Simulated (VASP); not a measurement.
Energy against volume of AlN (zinc blende). These are PBE GGA with D4 dispersion, VASP's PBE PAW potentials (set 64) (plane waves; VASP) values and carry that method's errors.

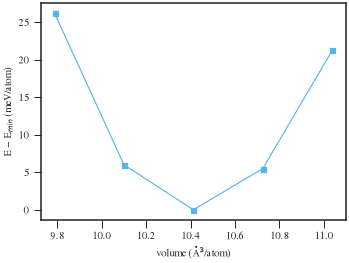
Fig. 1. Energy against volume

Task: Estimate the equilibrium volume and the bulk modulus.

Result: The minimum lies near 10.4 Å³/atom, and the curvature gives B0 of about 200 GPa.

The compound is AlN in the zinc blende structure, a metastable form; wurtzite is the usual one. It was relaxed first.
